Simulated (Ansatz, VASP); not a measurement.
# SiTe2: VASP beside Ansatz

Aim: how closely do two programs agree when they are given the same cell, functional and k mesh? The cell is generated by rule, not measured, and may not be a known phase. The cell is taken from a series of VASP runs on this material, whose earlier steps may have relaxed, scaled or displaced it; both programs get it as it stands. Valence electrons are named where the data sets of a main pair hold unlike numbers.

Method: plane waves, with VASP 6.6.1 beside it; band structure at PBEsol and band structure at PBEsol, spin-orbit coupling, in Ansatz 0.2.0.

The structure was built from a prototype and need not be the compound's stable phase.

## 1. The structure

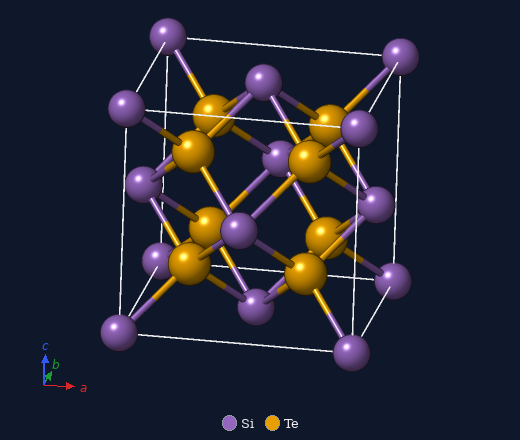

Start, viewed slightly off an axis; silicon purple, tellurium orange. This picture shows the conventional cell, with its axes. Some periodic images of atoms are drawn too.

## 2. VASP: band structure, PBEsol

A single point gives forces, pressure and levels at one fixed geometry, so differences don't come from the geometry; what else differs is listed under the comparison.

Lines of VASP's logs that name or quote its potential files are left out, and so is its time.

The input, INCAR:

```
SYSTEM = SiTe2
PREC = Accurate
ENCUT = 400
EDIFF = 1E-06
NELM = 100
ISMEAR = 0
SIGMA = 0.02
LREAL = .FALSE.
ALGO = Normal
GGA = PS
NBANDS = 21
LORBIT = 11
LWAVE = .FALSE.
LCHARG = .FALSE.
KPAR = 4
ISIF = 2
```

The input, POSCAR:

```
SiTe2
1.0
    0.0000000000      3.1343200000      3.1343200000
    3.1343200000      0.0000000000      3.1343200000
    3.1343200000      3.1343200000      0.0000000000
Si Te
1 2
Direct
    0.0000000000      0.0000000000      0.0000000000
    0.2500000000      0.2500000000      0.2500000000
    0.7500000000      0.7500000000      0.7500000000
```

The input, KPOINTS:

```
Automatic mesh
0
Gamma
12 12 12
0 0 0
```

The input, KPOINTS_OPT:

```
Line mode
24
Line-mode
Reciprocal
  0.00000000   0.00000000   0.00000000 GAMMA
  0.50000000   0.00000000   0.50000000 X

  0.50000000   0.00000000   0.50000000 X
  0.50000000   0.25000000   0.75000000 W

  0.50000000   0.25000000   0.75000000 W
  0.37500000   0.37500000   0.75000000 K

  0.37500000   0.37500000   0.75000000 K
  0.00000000   0.00000000   0.00000000 GAMMA

  0.00000000   0.00000000   0.00000000 GAMMA
  0.50000000   0.50000000   0.50000000 L

  0.50000000   0.50000000   0.50000000 L
  0.62500000   0.25000000   0.62500000 U

  0.62500000   0.25000000   0.62500000 U
  0.50000000   0.25000000   0.75000000 W

  0.50000000   0.25000000   0.75000000 W
  0.50000000   0.50000000   0.50000000 L

  0.50000000   0.50000000   0.50000000 L
  0.37500000   0.37500000   0.75000000 K

  0.62500000   0.25000000   0.62500000 U
  0.50000000   0.00000000   0.50000000 X
```

The projector-augmented-wave data sets are Si and Te (PBE family, release 64).

Started as:

```console
> mpirun -np 4 vasp_std
```

Numbers of over 12 decimals in the logs are rounded to 6 here.

The log of the run:

```text
[banner, memory and clock lines left out]
running    4 mpi-ranks, on    1 nodes
 distrk:  each k-point on    1 cores,    4 groups
 distr:  one band on    1 cores,    1 groups

 POSCAR found type information on POSCAR SiTe
 POSCAR found :  2 types and       3 ions
|                                                                             |
|               ----> ADVICE to this user running VASP <----                  |
|                                                                             |
|     You enforced a specific xc type in the INCAR file but a different       |
|     [... a line on the potential file left out ...]
|     I HOPE YOU KNOW WHAT YOU ARE DOING!                                     |
|                                                                             |

 LDA part: xc-table for (Slater+PW92), standard interpolation
 POSCAR, INCAR and KPOINTS ok, starting setup
 FFT: planning ... GRIDC
 FFT: planning ... GRID_SOFT
 FFT: planning ... GRID
 WAVECAR not read
 entering main loop
       N       E                     dE             d eps       ncg     rms          rms(c)
DAV:   1     0.430976035254E+02    0.43098E+02   -0.48937E+03  3024   0.504E+02
DAV:   2    -0.823364830075E+01   -0.51331E+02   -0.47806E+02  3957   0.104E+02
DAV:   3    -0.106547984795E+02   -0.24212E+01   -0.23820E+01  3810   0.211E+01
DAV:   4    -0.106835682571E+02   -0.28770E-01   -0.28763E-01  3602   0.273E+00
DAV:   5    -0.106841138218E+02   -0.54556E-03   -0.54556E-03  3932   0.391E-01    0.170E+01
DAV:   6    -0.105450897818E+02    0.13902E+00   -0.74927E-02  3629   0.145E+00    0.100E+01
DAV:   7    -0.105194137563E+02    0.25676E-01   -0.59636E-02  3937   0.110E+00    0.160E+00
DAV:   8    -0.105164295390E+02    0.29842E-02   -0.89040E-03  3422   0.484E-01    0.340E-01
DAV:   9    -0.105163493640E+02    0.80175E-04   -0.55051E-04  3783   0.102E-01    0.139E-01
DAV:  10    -0.105163441575E+02    0.52064E-05   -0.93931E-06  3647   0.161E-02    0.359E-02
DAV:  11    -0.105163441077E+02    0.49850E-07   -0.62703E-07  2994   0.422E-03
   1 F= -.10516344E+02 E0= -.10516112E+02  d E =-.465117E-03
 Start KPOINTS_OPT (optional k-point list driver)
k-point batch [1-72\240]
       N       E                     dE             ncg
DAV:   1     0.871511005687E+04   -0.18814E+05     3024
DAV:   2     0.510710605367E+04   -0.36080E+04     3917
DAV:   3     0.493626293047E+04   -0.17084E+03     3841
DAV:   4     0.493428304834E+04   -0.19799E+01     3560
DAV:   5     0.493424555832E+04   -0.37490E-01     3834
DAV:   6     0.493424455187E+04   -0.10065E-02     3737
DAV:   7     0.493424452163E+04   -0.30233E-04     3863
DAV:   8     0.493424452090E+04   -0.73874E-06     2480
[...]
k-point batch [217-240\240]
       N       E                     dE             ncg
DAV:   1     0.239402932021E+05   -0.80330E+04     1008
DAV:   2     0.227244630202E+05   -0.12158E+04     1323
DAV:   3     0.226661161080E+05   -0.58347E+02     1179
DAV:   4     0.226654403715E+05   -0.67574E+00     1173
DAV:   5     0.226654281991E+05   -0.12172E-01     1318
DAV:   6     0.226654278738E+05   -0.32537E-03     1153
DAV:   7     0.226654278638E+05   -0.99233E-05     1380
DAV:   8     0.226654278636E+05   -0.24933E-06      724
```

From OUTCAR (step 2):

```text
ion  position               nearest neighbor table
   1  0.000  0.000  0.000-   3 2.71   3 2.71   3 2.71   2 2.71   3 2.71   2 2.71   2 2.71   2 2.71

  LATTYP: Found a face centered cubic cell.
 ALAT       =     6.2686400000

 Subroutine GETGRP returns: Found 48 space group operations
 (whereof 48 operations were pure point group operations)

The static configuration has the point symmetry O_h .

 Found     72 irreducible k-points:

   k-points           NKPTS =     72   k-points in BZ     NKDIM =     72   number of bands    NBANDS=     21

   dimension x,y,z NGX =    30 NGY =   30 NGZ =   30
   dimension x,y,z NGXF=    60 NGYF=   60 NGZF=   60

   ENCUT  =  400.0 eV  29.40 Ry    5.42 a.u.   7.23  7.23  7.23*2*pi/ulx,y,z

   NELECT =      16.0000    total number of electrons

 k-points in reciprocal lattice and weights: Automatic mesh
   0.00000000  0.00000000  0.00000000       0.001
   0.08333333  0.00000000  0.00000000       0.005
   0.16666667  0.00000000  0.00000000       0.005
   0.25000000  0.00000000  0.00000000       0.005
   0.33333333  0.00000000  0.00000000       0.005
   0.41666667  0.00000000  0.00000000       0.005
   0.50000000  0.00000000  0.00000000       0.002
   0.08333333  0.08333333  0.00000000       0.003
   0.16666667  0.08333333  0.00000000       0.014
[...]
-0.33333333  0.50000000  0.16666667       0.007
  -0.25000000  0.50000000  0.25000000       0.003

 average (electrostatic) potential at core
       1 -79.0981       2 -84.3940       3 -84.3940

 E-fermi :  10.7106

 k-point     1 :       0.0000    0.0000    0.0000
  band No.  band energies     occupation
    ...
      5       5.9250      2.00000
      6       7.4910      2.00000
      7       7.8133      2.00000
      8       7.8133      2.00000
      9       7.8133      2.00000
     10      11.9512      0.00000
     11      11.9512      0.00000
     12      11.9512      0.00000
     13      14.0422      0.00000
     14      14.0422      0.00000
    ...

 k-point     2 :       0.0833    0.0000    0.0000
  band No.  band energies     occupation
    ...
      5       5.8717      2.00000
      6       6.9023      2.00000
      7       7.8386      2.00000
      8       7.8386      2.00000
      9       8.9916      2.00000
     10      11.7586      0.00000
     11      11.7586      0.00000
     12      11.8874      0.00000
     13      14.5392      0.00000
     14      14.5392      0.00000
    ...

 k-point     3 :       0.1667    0.0000    0.0000
  band No.  band energies     occupation
    ...
      5       5.7554      2.00000
      6       7.0160      2.00000
      7       7.8213      2.00000
      8       7.8213      2.00000
      9      10.3647      2.00000
     10      11.6184      0.00000
     11      11.6184      0.00000
     12      11.9973      0.00000
     13      15.6301      0.00000
     14      15.6301      0.00000
    ...

  Total        9.4383050      9.4383050      9.4383050      0.0000000     -0.0000000      0.0000000
  in kB      245.5526313    245.5526313    245.5526313      0.0000000     -0.0000000      0.0000000
  external PRESSURE =     245.5526313 kB  Pullay stress =       0.0000000 kB

  energy-cutoff  :      400.00
  volume of cell :       61.58
      direct lattice vectors                 reciprocal lattice vectors
     0.000000000  3.134320000  3.134320000    -0.159524235  0.159524235  0.159524235
     3.134320000  0.000000000  3.134320000     0.159524235 -0.159524235  0.159524235
     3.134320000  3.134320000  0.000000000     0.159524235  0.159524235 -0.159524235

 POSITION                                       TOTAL-FORCE (eV/Angst)
 -----------------------------------------------------------------------------------
      0.00000      0.00000      0.00000         0.000000      0.000000     -0.000000
      1.56716      1.56716      1.56716         0.000000     -0.000000      0.000000
      4.70148      4.70148      4.70148        -0.000000      0.000000     -0.000000
 -----------------------------------------------------------------------------------
    total drift:                               -0.000000      0.000000      0.000000

  FREE ENERGIE OF THE ION-ELECTRON SYSTEM (eV)
  ---------------------------------------------------
  free  energy   TOTEN  =       -10.5163441077 eV

  energy  without entropy=      -10.5158789909  energy(sigma->0) =      -10.51611155

 total charge
# of ion       s       p       d       tot
------------------------------------------
    1        0.906   0.705   0.000   1.611
    2        1.436   1.886   0.118   3.440
    3        1.436   1.886   0.118   3.440
--------------------------------------------------
tot          3.778   4.477   0.235   8.490

[... 3 further parts left out ...]
```

The PAW data sets were made with PBE, which is usual practice but a small mismatch for other functionals.

## 3. Ansatz: band structure, PBEsol

Ansatz runs on its default PAW (the set named soft_2) files.

The same cell, functional, mesh and smearing now go to Ansatz, which takes its cutoff from its data sets.

The input, input.yaml:

```yaml
crystal:
  lattice:
    - [0.0, 3.13432, 3.13432]
    - [3.13432, 0.0, 3.13432]
    - [3.13432, 3.13432, 0.0]
  atoms:
    - { symbol: Si, position: [0.0, 0.0, 0.0] }
    - { symbol: Te, position: [0.25, 0.25, 0.25] }
    - { symbol: Te, position: [0.75, 0.75, 0.75] }
hamiltonian:
  xc: pbesol
  pseudopotentials: { kind: paw }
kpoints:
  mp_grid: { grid: [12, 12, 12] }
  band_path:
    path:
      - [0.0, 0.0, 0.0]
      - [0.17391, 0.0, 0.17391]
      - [0.34783, 0.0, 0.34783]
      - [0.5, 0.0, 0.5]
      - [0.5, 0.08696, 0.58696]
      - [0.5, 0.18478, 0.68478]
      - [0.49457, 0.25543, 0.75]
      - [0.45109, 0.29891, 0.75]
      - [0.40761, 0.34239, 0.75]
      - [0.34239, 0.34239, 0.68478]
      - [0.21196, 0.21196, 0.42391]
      - [0.08152, 0.08152, 0.16304]
      - [0.04348, 0.04348, 0.04348]
      - [0.23913, 0.23913, 0.23913]
      - [0.41304, 0.41304, 0.41304]
      - [0.5163, 0.46739, 0.5163]
      - [0.55978, 0.38043, 0.55978]
      - [0.6087, 0.28261, 0.6087]
      - [0.60326, 0.25, 0.64674]
      - [0.55978, 0.25, 0.69022]
      - [0.5163, 0.25, 0.7337]
      - [0.5, 0.30435, 0.69565]
      - [0.5, 0.3913, 0.6087]
      - [0.5, 0.47826, 0.52174]
      - [0.47283, 0.47283, 0.55435]
      - [0.42391, 0.42391, 0.65217]
      - [0.38043, 0.38043, 0.73913]
      - [0.59239, 0.18478, 0.59239]
      - [0.54891, 0.09783, 0.54891]
      - [0.5, 0.0, 0.5]
    npoints: 1
scf:
  occupations: { method: gaussian, width: 0.02 }
  n_extra_bands: 7
output:
  forces: true
  stress: true
  eigenvalues: true
  write_density: true
  write_potential: true
  elf: true
  volumetric_format: npy
```

Started as:

```console
> ansatz run input.yaml --threads 2 --pin off --max-ram 4608MiB --backend cpu --events-out ev --progress --plain --runs-dir out
```

The log of the run:

```text
scf.n_extra_bands = 7 over 18 filled bands (N_el = 36.0): the run solves 25 bands
Engine: ansatz 0.2.0, aarch64-unknown-linux-gnu
Pseudopotentials: kind: paw
Pseudopotential: Si, paw, valence charge 4, recommended cutoff 420 eV (normal), Si.paw.azcp
Pseudopotential: Te, paw, valence charge 16, recommended cutoff 420 eV (normal), Te.paw.azcp
Functional definition: PBEsol
  exchange = pbesol_x
  correlation = pbesol_c
Crystal: 3 atoms, lattice volume = 61.583 Å³
Basis set: ecut = 420 eV, 1243 PW (Γ), exchange–correlation on 60×60×60 points (8 copies of the dense FFT grid, shifted against one another)
Bands: 25, of which v1, the nominal top of the filled ones, is band 18 counted from 1 (17 counted from 0)
Symmetry: 48 space group operations
Space group: Fm-3m (ITA 225), of the structure as read, at distance tolerance 3.9e-5 Å
k-points: 72 of 1728
Non-local potential: Si, projectors of the file, l = 0: 2, l = 1: 2, l = 2: 2
Non-local potential: Te, projectors of the file, l = 0: 2, l = 1: 2, l = 2: 2, l = 3: 2
PAW form: soft (Blöchl's): semilocal exchange-correlation on the pseudo side does not see the compensation charge
PAW frozen core: Si, regenerated for the run's functional, and the local potential with it (the file was generated under x = pbe(κ = 0.804, μ = 0.219515), c = pbe(β = 0.066725))
PAW frozen core: Te, regenerated for the run's functional, and the local potential with it (the file was generated under x = pbe(κ = 0.804, μ = 0.219515), c = pbe(β = 0.066725))
PAW one-centre angular grid: Si, 110 points (default); XC on 64 Gauss nodes
PAW one-centre angular grid: Te, 590 points (default); XC on 64 Gauss nodes
Initial density: superposition of atomic densities (neutral atoms: chi_scale 0, normalization atom), corrected by the library's trained network
Initial wavefunctions: pseudopotential atomic-orbital guess
Functional: x = pbesol(κ = 0.804, μ = 0.123457), c = pbesol(β = 0.046)
SCF iter   1: F=—  HF=-14422.253246 eV  |F-HF|=—  |Δ(HF+E_count)|=         —  Δρ=2.73e-3  dr2=5.44e-3  ethr=1.77e-3  ⟨swp⟩=6.8  Hψ=9337  notcnv=0  defer=1
preconditioner: auto → none  [insulator: Δε(μ)=0.053 eV  Ē_g=10.980 eV  σ=0.020 eV  W_gap=0.67  n_scr=14 (ndim 8)  ℏωp=18.9 eV  f_vac=0.005  D(μ)=2.47/eV (n_scr^D=14)  ε∞_Penn≈4.0]
SCF iter   2: F=—  HF=-14422.250231 eV  |F-HF|=—  |Δ(HF+E_count)|=   3.02e-3  Δρ=1.29e-3  dr2=9.17e-4  ethr=1.51e-5  ⟨swp⟩=2.4  Hψ=3172  notcnv=0  defer=141
SCF iter   3: F=—  HF=-14422.250191 eV  |F-HF|=—  |Δ(HF+E_count)|=   4.02e-5  Δρ=3.44e-4  dr2=5.95e-5  ethr=2.55e-6  ⟨swp⟩=2.0  Hψ=3317  notcnv=0  defer=141
SCF iter   4: F=—  HF=-14422.250146 eV  |F-HF|=—  |Δ(HF+E_count)|=   4.47e-5  Δρ=1.21e-4  dr2=4.97e-6  ethr=1.65e-7  ⟨swp⟩=2.0  Hψ=2949  notcnv=0  defer=141
iter 5 did not close the SCF: its close was put off for the readings that it lacked (scf_convergence_deferred on its scf_iter line)
SCF iter   5: F=-14422.250146 eV  HF=-14422.250146 eV  |F-HF|=4.60e-9  |Δ(HF+E_count)|=   2.17e-7  Δρ=8.12e-6  dr2=2.66e-8  ethr=1.38e-8  ⟨swp⟩=2.0  Hψ=2936  notcnv=0  defer=141
SCF iter   6: F=-14422.250146 eV  HF=-14422.250146 eV  |F-HF|=1.43e-9  |Δ(HF+E_count)|=   3.80e-9  Δρ=1.43e-6  dr2=1.20e-9  ethr=7.39e-11  ⟨swp⟩=10.1  Hψ=11708  notcnv=0
SCF 1 converged in 6 iterations: F = -14422.250146 eV  dr2 = 1.20e-9
  greatest PAW one-centre occupation: 0.999 electrons in one spin orbital (limit 2), on the Te atom at site 2 (counted from 0), in its partial waves of l = 2
NSCF: frozen V_eff on 30 k-points
SCF converged after 6 iterations
Free energy (F): -14422.250146 eV
Harris-Foulkes:  -14422.250146 eV  (|F-HF|=1.43e-9)
Internal energy: -14422.249723 eV  (E = F + TS)
E sigma→0 (E₀):  -14422.249934 eV
Entropy (-TS):   -0.000422 eV (-0.141 meV/atom)
Fermi energy:    13.925573 eV
--- Per-component energies (eV) ---
  E_band       = -356.630615
  E_kinetic    = 415.136509
  E_local      = -2075.589207  (includes V_loc(G=0)·N_el)
  E_nonlocal   = -588.516967
  E_hartree    = 1459.170290
  E_xc         = -308.706172
  E_vxc        = -264.527779  (∫ρ·V_xc dr)
  E_paw        = -9667.500940  (= ΣΔE_a)
  E_vpaw       = -761.475809  (= ΣTr[D̂ρ^β])
  E_aug_tail   = -0.000425  (compensation charges beyond the density's cutoff)
  E_ewald      = -3657.024002
  E_core_change = 0.781191  (= ΣΔE_core)
  E_smearing   = -0.000422  (= −TS)
  E_closure    = 0.000000  (closes the sum)
  Σ components = -14422.250146   (vs F -14422.250146, Δ=0.00e0)
--- Forces (eV/Å), atoms counted from 1 ---
  atom   1  Si    -0.00000000     0.00000000    -0.00000000
  atom   2  Te     0.00000000     0.00000000     0.00000000
  atom   3  Te    -0.00000000    -0.00000000     0.00000000
  max |Σ_I F_I| component: 1.16e-17 eV/Å
--- Stress (GPa, compression-positive) ---
       24.257919       0.000000       0.000000
       -0.000000      24.257919      -0.000000
       -0.000000       0.000000      24.257919
  P = ⅓ Tr σ = 24.2579 GPa (242.579 kbar)
--- Band table (eV; the first three rows and the last of 72) ---
  k-point 0: bands = [... 14 lower, 9.1447, 10.7004, 11.0352, 11.0352, 11.0352, 15.1712, 15.1712, 15.1712, ... 3 higher]
  k-point 1: bands = [... 14 lower, 9.0919, 10.1155, 11.0597, 11.0597, 12.2076, 14.9809, 14.9809, 15.1077, ... 3 higher]
  k-point 2: bands = [... 14 lower, 8.9768, 10.2270, 11.0413, 11.0413, 13.5790, 14.8429, 14.8429, 15.2185, ... 3 higher]
  k-point 71: bands = [... 14 lower, 10.0556, 10.0556, 12.7670, 14.5512, 15.4189, 16.3370, 18.2842, 18.2842, ... 3 higher]
```

Wall time 9.2 s (2 threads of Arm Neoverse N1, shared host); peak memory 0.36 GiB.

In the SCF lines HF is the Harris–Foulkes energy and dr2 the Hartree energy of the density residual, in eV; the loop may stop once dr2 is under the threshold and the program's other checks hold. Hψ counts applications of the Hamiltonian.

## 4. Side by side

Known differences besides the potentials themselves: the data sets hold 36 valence electrons in Ansatz (on its default PAW (the set named soft_2) files) and 16 in VASP; the cutoff is 420 eV in Ansatz and 400 eV in VASP; Ansatz makes its cores anew for this functional, VASP keeps those of its PBE data sets; VASP leaves aspherical gradient terms in its spheres out (LASPH is not set), Ansatz keeps them. Total energies have different zeros and are not compared.

Compared:

| quantity | Ansatz | VASP | difference |
| --- | --- | --- | --- |
| pressure (GPa) | 24.26 | 24.56 | -0.30 |

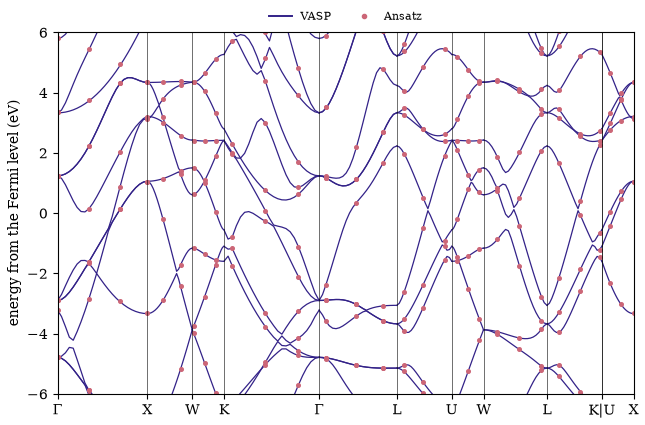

Bands from VASP (lines) and levels from Ansatz (dots). Dots without a line are higher empty bands that the VASP plot leaves out.

Levels from 3 eV below to 2 eV above the Fermi level differ by 7 meV r.m.s. and 13 meV at most; each VASP level is matched to the nearest of Ansatz, which flatters the figure a little.

## 5. Further runs

Further runs change the set-up of one program: Ansatz's method, potentials or start, or VASP's data sets, cutoff or form of LDA. The table gives that difference for each run.

| run | pressure (GPa) |
| --- | --- |
| as above | -0.30 |
| Ansatz's all-electron LAPW method | -0.28 |

(Continued in part 2 of 2.)

[Lines on the potential files, build, host, timing and source positions are cut from VASP's logs without a mark.]

[Logs are printed without paths, hosts, clocks, repeated set-up lines and the standing remarks that a program may print on its own settings, such as how far it seeks lower states.]

[Hosts, paths, dates, database ids (printed as entryN), source tags and the programs' standing remarks are cut or masked in the printed files.]
